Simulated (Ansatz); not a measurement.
# MgZrO3 (built on the sites of a database entry of BaZrO3): a soft mode frozen in, part 2 of 2

Aim: this structure of MgZrO3 (built on the sites of a database entry of BaZrO3) is to be tested for unstable modes, and one is followed downhill.

Ansatz 0.2.0; DFT PBEsol, scalar-relativistic, plane waves, norm-conserving pseudopotentials.

So far. Step 4 (The mode frozen in, largest atomic shift 0.6 Å): The run ends at a pressure of 2.18 GPa, with forces up to 2.0 eV/Å.

The structure was built from a prototype and need not be the compound's stable phase.

## Step 5: Energy along the mode, all amplitudes (two of the runs are shown above)

An imaginary frequency means negative curvature, so the energy should fall and then rise again as anharmonic terms take over.

This step gave:

| Property | Result |
| --- | --- |
| depth at the lowest point sampled | 176.4 meV/atom |
| largest atomic shift at that point | 0.6 Å |

Energy from the parent against largest atomic shift:

| largest atomic shift (Å) | energy from the parent (meV/atom) |
| --- | --- |
| 0.000 | 0 |
| 0.040 | -1.68 |
| 0.080 | -6.67 |
| 0.140 | -20.1 |
| 0.220 | -48.1 |
| 0.320 | -94.9 |
| 0.450 | -159 |
| 0.600 | -176 |

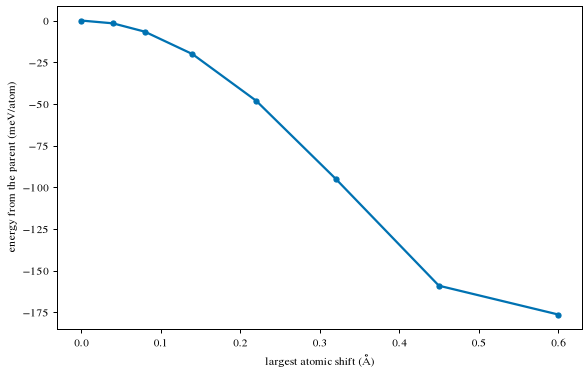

Energy from the parent against largest atomic shift.

Displacement at unit largest shift by atom:

| atom | x (Å) | y (Å) | z (Å) | size |
| --- | --- | --- | --- | --- |
| Mg1 | 0.000 | 0.707 | 0.707 | 1.000 |
| Zr2 | 0.000 | 0.021 | 0.021 | 0.030 |
| O3 | 0.000 | -0.528 | -0.528 | 0.747 |
| O4 | 0.000 | -0.136 | -0.528 | 0.545 |
| O5 | 0.000 | -0.528 | -0.136 | 0.545 |

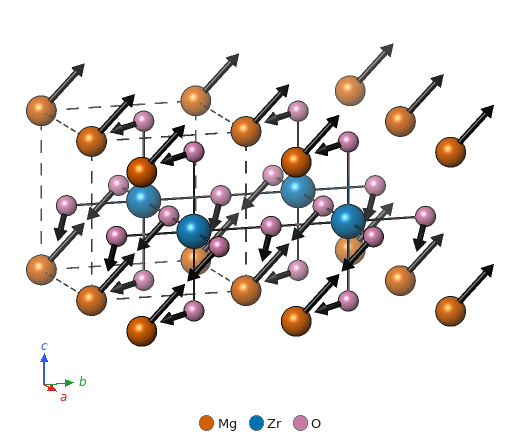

Displacement at unit largest shift as arrows, the longest 1.000 Å. 2×2×1 cells are drawn. Some periodic images of atoms are drawn too.

The lowest of the steps tried is the last one, at 0.6 Å, 176 meV/atom below the parent; the bottom of the well need not coincide with a step.

## Step 6: Relaxing from the distorted cell

Starting from the lowest point found, all atoms and the cell are let go, so that strain and other modes of the same symmetry can join in.

Contents of input.yaml:

```yaml
crystal:
  lattice:
    - [4.071198049, 0.0, 0.0]
    - [0.0, 4.071198049, 0.0]
    - [0.0, 0.0, 4.071198049]
  atoms:
    - { symbol: Mg, position: [0.0, 0.1042111102, 0.1042111102] }
    - { symbol: Zr, position: [0.5, 0.5030504487, 0.5030504487] }
    - { symbol: O, position: [0.0, 0.4221537047, 0.4221537047] }
    - { symbol: O, position: [0.5, -0.0200133325, 0.4221537047] }
    - { symbol: O, position: [0.5, 0.4221537047, -0.0200133325] }
kpoints:
  mp_grid: { grid: [8, 8, 8] }
hamiltonian:
  xc: pbesol
  pseudopotentials: { kind: nc }
scf:
  occupations: { method: fixed }
output:
  forces: true
  stress: true
  eigenvalues: true
relax:
  adjacent_minimum: "off"
  f_tol: 0.002
  max_steps: 120
  cell: { stress_tol: 0.03 }
```

On the command line:

```
> ansatz run input.yaml --threads 4 --pin off --max-ram 7168MiB --backend cpu --events-out ev --progress --plain --runs-dir out
```

Numbers of over 12 decimals in the logs are rounded to 6 here.

The program printed:

```text
[...]
Crystal: 5 atoms, lattice volume = 67.479 Å³
Basis set: ecut = 1142.878222 eV, 5887 PW (Γ), exchange–correlation on 90×90×90 points (8 copies of the dense FFT grid, shifted against one another)
Bands: 25, of which v1, the nominal top of the filled ones, is band 20 counted from 1 (19 counted from 0)
Symmetry: 4 space group operations
[...]
k-points: 105 of 512 (time reversal used)
[...]
SCF iter   1: F=—  HF=-4344.617711 eV  |F-HF|=—  |Δ(HF+E_count)|=         —  Δρ=6.86e-2  dr2=3.41e0  ethr=3.10e-3  ⟨swp⟩=5.3  Hψ=10849  notcnv=0  defer=272
[...]
SCF iter   9: F=-4343.311867 eV  HF=-4343.311867 eV  |F-HF|=5.51e-8  |Δ(HF+E_count)|=   1.99e-6  Δρ=9.50e-6  dr2=6.87e-8  ethr=2.50e-10  ⟨swp⟩=12.4  Hψ=16921  notcnv=0
SCF 1 converged in 9 iterations: F = -4343.311867 eV  dr2 = 6.87e-8
relax step   1: F+E_penalty+E_count = -4343.31186660 eV  Δ(F+E_penalty+E_count) = +0.000e0 eV  max|allowed force component| = 1.435e0 eV/Å  Δτ_max = 0.0000 Å  P = +2.180 GPa  Ω = 67.479 Å³  (9 SCF iters, dr2 threshold 1.00e-7 eV, accepted)
Crystal: 5 atoms, lattice volume = 69.282 Å³
Basis set: ecut = 1142.878222 eV, 6073 PW (Γ), exchange–correlation on 90×90×90 points (8 copies of the dense FFT grid, shifted against one another)
[...]
iter 1 solved again at ethr=3.01e-4 eV; its pass at ethr=3.10e-3 eV (dr2=1.20e-1 eV) is discarded
[...]
SCF iter   8: F=-4343.581677 eV  HF=-4343.581677 eV  |F-HF|=3.34e-8  |Δ(HF+E_count)|=   1.27e-6  Δρ=7.42e-6  dr2=3.62e-8  ethr=1.25e-9  ⟨swp⟩=14.1  Hψ=18675  notcnv=0
SCF 2 converged in 8 iterations: F = -4343.581677 eV  dr2 = 3.62e-8
relax step   2: F+E_penalty+E_count = -4343.58167657 eV  Δ(F+E_penalty+E_count) = -2.698e-1 eV  max|allowed force component| = 6.627e-1 eV/Å  Δτ_max = 0.1295 Å  P = +0.736 GPa  Ω = 69.282 Å³  energy of the carried Pulay correction = -4.522e-4 eV  (8 SCF iters, dr2 threshold 5.00e-7 eV, accepted)
Crystal: 5 atoms, lattice volume = 68.811 Å³
Basis set: ecut = 1142.878222 eV, 6043 PW (Γ), exchange–correlation on 90×90×90 points (8 copies of the dense FFT grid, shifted against one another)
[...]
SCF iter   7: F=-4343.665573 eV  HF=-4343.665572 eV  |F-HF|=1.58e-7  |Δ(HF+E_count)|=   7.32e-7  Δρ=1.29e-5  dr2=1.54e-7  ethr=1.25e-9  ⟨swp⟩=14.2  Hψ=18007  notcnv=0
SCF 3 converged in 7 iterations: F = -4343.665573 eV  dr2 = 1.54e-7
relax step   3: F+E_penalty+E_count = -4343.66557260 eV  Δ(F+E_penalty+E_count) = -8.390e-2 eV  max|allowed force component| = 5.123e-1 eV/Å  Δτ_max = 0.0507 Å  P = +0.371 GPa  Ω = 68.811 Å³  energy of the carried Pulay correction = -3.353e-4 eV  (7 SCF iters, dr2 threshold 5.00e-7 eV, accepted)
[... from here on, the SCF cycles and remarks between the steps are left out ...]
relax step   4: F+E_penalty+E_count = -4343.69291290 eV  Δ(F+E_penalty+E_count) = -2.734e-2 eV  max|allowed force component| = 2.171e-1 eV/Å  Δτ_max = 0.0189 Å  P = -0.269 GPa  Ω = 69.400 Å³  energy of the carried Pulay correction = -4.815e-4 eV  (6 SCF iters, dr2 threshold 5.00e-7 eV, accepted)
relax step   5: F+E_penalty+E_count = -4343.70381479 eV  Δ(F+E_penalty+E_count) = -1.090e-2 eV  max|allowed force component| = 1.328e-1 eV/Å  Δτ_max = 0.0226 Å  P = -1.561 GPa  Ω = 70.287 Å³  energy of the carried Pulay correction = -6.993e-4 eV  (7 SCF iters, dr2 threshold 5.00e-7 eV, accepted)
relax step   6: F+E_penalty+E_count = -4343.70931885 eV  Δ(F+E_penalty+E_count) = -5.504e-3 eV  max|allowed force component| = 1.201e-1 eV/Å  Δτ_max = 0.0206 Å  P = +0.662 GPa  Ω = 69.772 Å³  energy of the carried Pulay correction = -5.733e-4 eV  (7 SCF iters, dr2 threshold 5.00e-7 eV, accepted)
relax step   7: F+E_penalty+E_count = -4343.71047392 eV  Δ(F+E_penalty+E_count) = -1.155e-3 eV  max|allowed force component| = 8.951e-3 eV/Å  Δτ_max = 0.0062 Å  P = -0.029 GPa  Ω = 69.904 Å³  energy of the carried Pulay correction = -6.054e-4 eV  (6 SCF iters, dr2 threshold 5.00e-7 eV, accepted)
relax step   8: F+E_penalty+E_count = -4343.71049473 eV  Δ(F+E_penalty+E_count) = -2.081e-5 eV  max|allowed force component| = 1.032e-3 eV/Å  Δτ_max = 0.0007 Å  P = -0.005 GPa  Ω = 69.881 Å³  energy of the carried Pulay correction = -5.998e-4 eV  (5 SCF iters, dr2 threshold 1.66e-8 eV, accepted)
relax step   9: F+E_penalty+E_count = -4343.72286820 eV  Δ(F+E_penalty+E_count) = -1.237e-2 eV  max|allowed force component| = 4.486e-3 eV/Å  Δτ_max = 0.0000 Å  P = +0.379 GPa  Ω = 69.881 Å³  stress off target by 9.77e-1 GPa  SCF on the basis re-selected at this cell (its energy is not comparable with the rows above)  (7 SCF iters)
relax step  10: F+E_penalty+E_count = -4343.72530776 eV  Δ(F+E_penalty+E_count) = -2.440e-3 eV  max|allowed force component| = 8.515e-2 eV/Å  Δτ_max = 0.0121 Å  P = +0.203 GPa  Ω = 70.263 Å³  energy of the carried Pulay correction = -1.073e-4 eV  (6 SCF iters, dr2 threshold 5.00e-7 eV, accepted)
relax step  11: F+E_penalty+E_count = -4343.72616721 eV  Δ(F+E_penalty+E_count) = -8.594e-4 eV  max|allowed force component| = 2.658e-2 eV/Å  Δτ_max = 0.0084 Å  P = +0.128 GPa  Ω = 70.527 Å³  energy of the carried Pulay correction = -1.849e-4 eV  (6 SCF iters, dr2 threshold 5.00e-7 eV, accepted)
relax step  12: F+E_penalty+E_count = -4343.72631493 eV  Δ(F+E_penalty+E_count) = -1.477e-4 eV  max|allowed force component| = 8.000e-3 eV/Å  Δτ_max = 0.0032 Å  P = -0.011 GPa  Ω = 70.644 Å³  energy of the carried Pulay correction = -2.198e-4 eV  (5 SCF iters, dr2 threshold 5.50e-8 eV, accepted)
relax step  13: F+E_penalty+E_count = -4343.72632371 eV  Δ(F+E_penalty+E_count) = -8.784e-6 eV  max|allowed force component| = 9.353e-4 eV/Å  Δτ_max = 0.0004 Å  P = +0.002 GPa  Ω = 70.634 Å³  energy of the carried Pulay correction = -2.170e-4 eV  (4 SCF iters, dr2 threshold 4.00e-9 eV, accepted)
relax step  14: F+E_penalty+E_count = -4343.72668962 eV  Δ(F+E_penalty+E_count) = -3.659e-4 eV  max|allowed force component| = 9.535e-4 eV/Å  Δτ_max = 0.0000 Å  P = +0.012 GPa  Ω = 70.634 Å³  stress off target by 3.57e-2 GPa  SCF on the basis re-selected at this cell (its energy is not comparable with the rows above)  (7 SCF iters)
relax step  15: F+E_penalty+E_count = -4343.72669145 eV  Δ(F+E_penalty+E_count) = -1.826e-6 eV  max|allowed force component| = 1.641e-3 eV/Å  Δτ_max = 0.0011 Å  P = +0.018 GPa  Ω = 70.667 Å³  energy of the carried Pulay correction = -8.518e-6 eV  (6 SCF iters, dr2 threshold 3.18e-9 eV, accepted)
[...]
SCF iter   1: F=—  HF=-4343.726471 eV  |F-HF|=—  |Δ(HF+E_count)|=         —  Δρ=4.63e-6  dr2=2.61e-9  ethr=2.00e-7  ⟨swp⟩=4.2  Hψ=19636  notcnv=0  defer=315
eigensolver tolerance schedule: the retry pair's looser diagonalisation over-reported the residual by 30612.45 of it (diagonalisation noise at an unbounded share of the residual, at the tolerance the schedule requests for it); recorded, not acted on — ethr = c·dr2/N_el stays at c = 1.0e-1
[...]
SCF iter   2: F=—  HF=-4343.726700 eV  |F-HF|=—  |Δ(HF+E_count)|=   2.30e-4  Δρ=2.88e-6  dr2=2.44e-9  ethr=6.52e-12  ⟨swp⟩=4.4  Hψ=8402  notcnv=0  defer=315
[...]
SCF iter   6: F=-4343.726700 eV  HF=-4343.726700 eV  |F-HF|=7.28e-12  |Δ(HF+E_count)|=  1.00e-11  Δρ=2.88e-7  dr2=1.73e-11  ethr=1.00e-12  ⟨swp⟩=14.5  Hψ=17927  notcnv=0
SCF 16 converged in 6 iterations: F = -4343.726700 eV  dr2 = 1.73e-11
relax step  16: F+E_penalty+E_count = -4343.72670028 eV  Δ(F+E_penalty+E_count) = -8.830e-6 eV  max|allowed force component| = 1.636e-3 eV/Å  Δτ_max = 0.0000 Å  P = +0.018 GPa  Ω = 70.667 Å³  stress off target by 2.46e-2 GPa  SCF on the basis re-selected at this cell (its energy is not comparable with the rows above)  (6 SCF iters)
[...]
SCF converged after 6 iterations
Free energy (F): -4343.726700 eV
[...]
Internal energy: -4343.726700 eV  (E = F + TS)
E sigma→0 (E₀):  -4343.726700 eV
Fermi energy:    6.473817 eV
[...]
--- Forces (eV/Å), atoms counted from 1 ---
  atom   1  Mg     0.00000000    -0.00114620    -0.00114620
  atom   2  Zr    -0.00000000    -0.00053022    -0.00053022
  atom   3  O      0.00000000     0.00008616     0.00008616
  atom   4  O      0.00000000     0.00164745    -0.00000071
  atom   5  O      0.00000000    -0.00000071     0.00164745
  max |Σ_I F_I| component: 5.65e-5 eV/Å
--- Stress (GPa, compression-positive) ---
        0.013163      -0.000000      -0.000000
       -0.000000       0.020031       0.004534
       -0.000000       0.004534       0.020031
  P = ⅓ Tr σ = 0.0177 GPa (0.177 kbar)
--- Band table (eV; the first three rows and the last of 105) ---
  k-point 0: bands = [... 16 lower, 4.8674, 5.1012, 5.7023, 6.0416, 8.5656, 10.7195, 12.1569, 12.2440, ... 1 higher]
  k-point 1: bands = [... 16 lower, 4.8972, 5.1196, 5.6847, 5.9659, 8.8476, 10.7885, 12.0154, 12.3226, ... 1 higher]
  k-point 2: bands = [... 16 lower, 4.9446, 5.1637, 5.4649, 5.9817, 9.5319, 10.9387, 11.9832, 12.5351, ... 1 higher]
  k-point 104: bands = [... 16 lower, 3.8650, 5.5884, 6.0711, 6.4738, 10.1209, 12.1439, 12.9146, 13.3969, ... 1 higher]
--- Relaxed structure (13 steps of the walk, 13 accepted, 3 SCFs on fresh bases) ---
  F+E_penalty+E_count = -4343.72670028 eV   max|allowed force component| = 1.636e-3 eV/Å   (the final SCF, on the basis selected at the relaxed cell)
  cell:  # Å, volume = 70.6670 Å³
    - [3.853107, 0, 0]
    - [0, 4.292275, 0.288726]
    - [0, 0.288726, 4.292275]
  atoms:
    - { symbol: Mg, position: [0, 0.133889, 0.133889] }
    - { symbol: Zr, position: [0.5, 0.502325, 0.502325] }
    - { symbol: O, position: [0, 0.429908, 0.429908] }
    - { symbol: O, position: [0.5, -0.036989, 0.402423] }
    - { symbol: O, position: [0.5, 0.402423, -0.036989] }
```

It took 4.2 min on 4 threads of Arm Neoverse V2, shared host; peak memory 0.89 GiB.

Step by step:

| step | energy less that of the first step (eV) | largest force component (eV/Å) | pressure (GPa) | volume (Å³) |
| --- | --- | --- | --- | --- |
| 1 | 0.0000 | 1.4348 | 2.18 | 67.48 |
| 2 | -0.2698 | 0.6627 | 0.74 | 69.28 |
| 3 | -0.3537 | 0.5123 | 0.37 | 68.81 |
| 4 | -0.3810 | 0.2171 | -0.27 | 69.40 |
| 5 | -0.3919 | 0.1328 | -1.56 | 70.29 |
| 6 | -0.3975 | 0.1201 | 0.66 | 69.77 |
| 7 | -0.3986 | 0.0090 | -0.03 | 69.90 |
| 8 | -0.3986 | 0.0010 | -0.01 | 69.88 |
| 9* | -0.4110 | 0.0045 | 0.38 | 69.88 |
| 10 | -0.4134 | 0.0852 | 0.20 | 70.26 |
| 11 | -0.4143 | 0.0266 | 0.13 | 70.53 |
| 12 | -0.4144 | 0.0080 | -0.01 | 70.64 |
| 13 | -0.4145 | 0.0009 | 0.00 | 70.63 |
| 14* | -0.4148 | 0.0010 | 0.01 | 70.63 |
| 15 | -0.4148 | 0.0016 | 0.02 | 70.67 |
| 16* | -0.4148 | 0.0016 | 0.02 | 70.67 |

Relaxation steps marked * repeat the geometry before them on a plane-wave basis chosen anew for their cell, so energy and pressure can jump there.

Forces are held to the 4 operations that the run works with; a distortion that breaks them can't arise in this run.

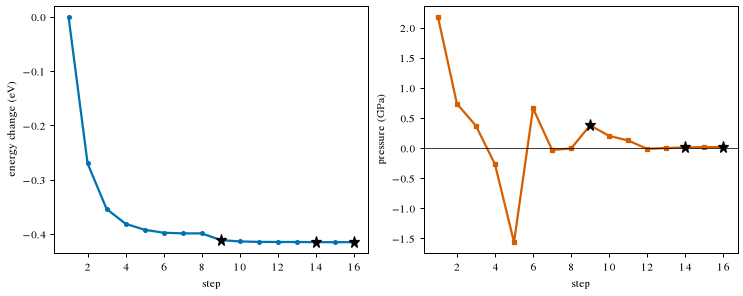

Energy and pressure along the relaxation. Stars mark steps on a basis chosen anew.

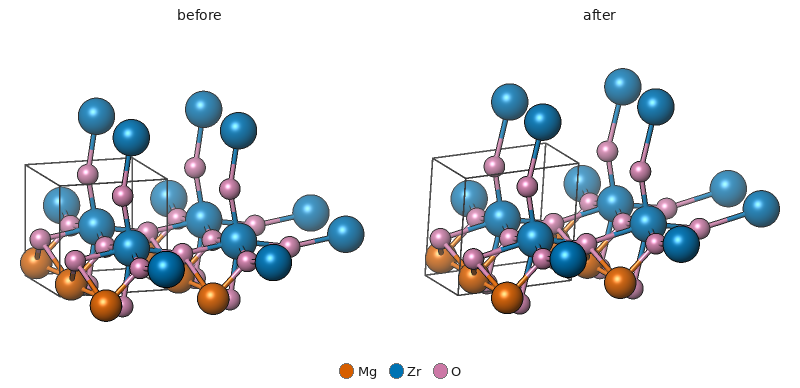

Before and after, at one scale.

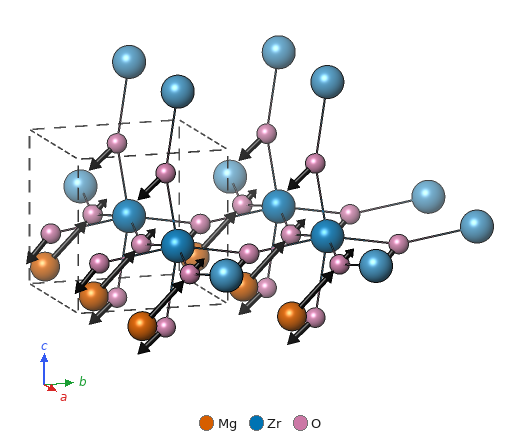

Displacements in the relaxation, exaggerated, measured against the changing cell; the longest in the cell stands for 0.19 Å. 2×2×1 cells are drawn. Some periodic images of atoms are drawn too.

| cell as run | before | after | change |
| --- | --- | --- | --- |
| a (Å) | 4.071 | 3.853 | -5.4 % |
| b (Å) | 4.071 | 4.302 | +5.7 % |
| c (Å) | 4.071 | 4.302 | +5.7 % |
| α (°) | 90.00 | 82.30 | -8.6 % |
| volume (Å³/atom) | 13.50 | 14.13 | +4.7 % |

The atoms that moved most (Å, as changes of fractional coordinates times the final cell):

| atom | dx | dy | dz | length |
| --- | --- | --- | --- | --- |
| Mg1 | 0.000 | 0.136 | 0.136 | 0.192 |
| O4 | 0.000 | -0.079 | -0.090 | 0.119 |
| O5 | 0.000 | -0.090 | -0.079 | 0.119 |
| O3 | 0.000 | 0.036 | 0.036 | 0.050 |

The relaxed structure:

```xyz
5
Lattice="3.8531 0.0000 0.0000 0.0000 4.2923 0.2887 0.0000 0.2887 4.2923" Properties=species:S:1:pos:R:3 pbc="T T T"
Mg    0.0000    0.6133    0.6133
Zr    1.9266    2.3012    2.3012
O     0.0000    1.9694    1.9694
O     1.9266   -0.0426    1.7166
O     1.9266    1.7166   -0.0426
```

This step gave:

| Property | Result |
| --- | --- |
| pressure | 0.01774 GPa |
| gap on the k-mesh | 2.092 eV |
| volume per atom | 14.13 Å³ |

The distorted start has space group Amm2; the relaxation ends in Amm2.

## Step 7: The new phase in its own primitive cell

The relaxed structure is symmetrised, reduced to its primitive cell and relaxed tightly, as its phonons need.

input.yaml, the sections that differ from step 6:

```yaml
crystal:
  lattice:
    - [3.8531072416, 0.0, 0.0]
    - [0.0, 2.8309372321, 3.2392568391]
    - [0.0, -2.8309372321, 3.2392568391]
  atoms:
    - { symbol: Mg, position: [0.0, 0.1338886536, 0.1338886536] }
    - { symbol: Zr, position: [0.5, 0.502324903, 0.502324903] }
    - { symbol: O, position: [0.0, 0.4299077539, 0.4299077539] }
    - { symbol: O, position: [0.5, 0.9630113236, 0.4024230017] }
    - { symbol: O, position: [0.5, 0.4024230017, 0.9630113236] }
kpoints:
  mp_grid: { grid: [6, 6, 6] }
relax:
  adjacent_minimum: "off"
  f_tol: 0.001
  max_steps: 60
  cell: { stress_tol: 0.01 }
# hamiltonian, scf, output: as in step 6
```

The program printed:

```text
[...]
Crystal: 5 atoms, lattice volume = 70.667 Å³
Basis set: ecut = 1142.878222 eV, 6175 PW (Γ), exchange–correlation on 90×96×96 points (8 copies of the dense FFT grid, shifted against one another)
Bands: 25, of which v1, the nominal top of the filled ones, is band 20 counted from 1 (19 counted from 0)
Symmetry: 4 space group operations
[...]
cell:  # Å, volume = 70.6777 Å³
    - [3.853054, 0, 0]
    - [0, 2.831014, 3.239705]
    - [0, -2.831014, 3.239705]
  atoms:
    - { symbol: Mg, position: [0, 0.133894, 0.133894] }
    - { symbol: Zr, position: [0.500000, 0.502332, 0.502332] }
    - { symbol: O, position: [0, 0.429883, 0.429883] }
    - { symbol: O, position: [0.500000, 0.963011, 0.402436] }
    - { symbol: O, position: [0.500000, 0.402436, 0.963011] }
[key lines of the parts left out:]
SCF converged after 7 iterations
Free energy (F): -4343.726700 eV
Fermi energy:    6.472057 eV
P = ⅓ Tr σ = -0.0020 GPa (-0.020 kbar)
```

Wall time 30 s (4 threads); peak memory 0.64 GiB.

Little changed from the start: no atom moved by 0.005 Å and no cell edge by 0.1 %.

Numbers from this step:

* pressure: -0.002017 GPa
* volume per atom: 14.14 Å³
* direct gap on mesh: 2.524 eV

The largest force component left is 0.97 meV/Å and the pressure is -0.002 GPa, within the tolerances set. The cell now holds 14.14 Å³/atom.

## Step 8: Outcome

- unstable mode of the parent: q = (0, 0, 0), 258i cm⁻¹
- depth at the lowest point sampled: 176 meV/atom
- largest atomic shift at that point: 0.6 Å
- space group reached (within 0.01 Å): Amm2
- energy gained over the parent (first relaxation, on the mesh of the frozen mode): 259 meV/atom
- volume per atom, phase reached: 14.1 Å³
- gap on the k-mesh, phase reached: 2.09 eV

Along this mode the structure falls into Amm2, 259 meV/atom below the parent. At the parent's cell the well is 176.4 meV/atom deep on the steps tried, with its lowest point at a shift of 0.6 Å. That is the last step tried, so the steps alone don't bracket the bottom of the well. Relaxing atoms and cell changes the gain by +82.97 meV/atom against the lowest step (energies at zero smearing). The modes of the phase reached were not computed on this path. Of the 5 patterns followed to their end from this parent, this one ends 95.1 meV/atom above the lowest, R32. Each path keeps the symmetry of its pattern, so a lower phase may lie along a pattern not tried. With the field response the log warns that the k mesh is coarse for the force constants too, so the frequencies may not be converged. The starting cell was built on a prototype and not taken from a measurement, so the phase need not exist.

[Logs are printed without paths, hosts, clocks, repeated set-up lines and the standing remarks that a program may print on its own settings, such as how far it seeks lower states.]

[Hosts, paths, dates, database ids (printed as entryN), source tags and the programs' standing remarks are cut or masked in the printed files.]
